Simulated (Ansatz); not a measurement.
The structure in question:

```cif
data_structure
_symmetry_space_group_name_H-M 'F d -3 m :1'
_symmetry_Int_Tables_number 227
_cell_length_a 5.4408
_cell_length_b 5.4408
_cell_length_c 5.4408
_cell_angle_alpha 90.000
_cell_angle_beta 90.000
_cell_angle_gamma 90.000
_cell_volume 161.06
loop_
_atom_site_label
_atom_site_type_symbol
_atom_site_symmetry_multiplicity
_atom_site_Wyckoff_symbol
_atom_site_fract_x
_atom_site_fract_y
_atom_site_fract_z
_atom_site_occupancy
Si1 Si 8 a 0.00000 0.00000 0.00000 1
```

Question: What would you see if this were drawn?

Answer: The element is silicon. The lattice is face-centred cubic and the space group Fd-3m (No. 227). This arrangement goes by the name diamond. The cell holds eight atoms. Each Si atom is coordinated by four Si in a tetrahedral arrangement at 2.36 Å. The bonds build a three-dimensional framework.

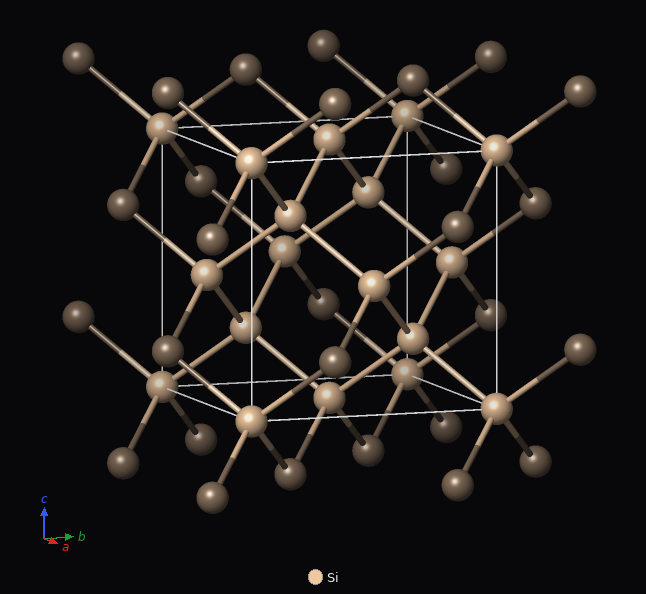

Figure: ball-and-stick view slightly off an axis. The conventional unit cell is outlined; an atom on or near a face, edge or corner is repeated at each equivalent position. Every bond is drawn to its end, so some atoms lie outside the box, in fainter colours.

It goes back to the standard structure of this element. Earlier steps of the study may have refined or changed the cell and positions. Ansatz was used for an electronic-structure calculation on it.
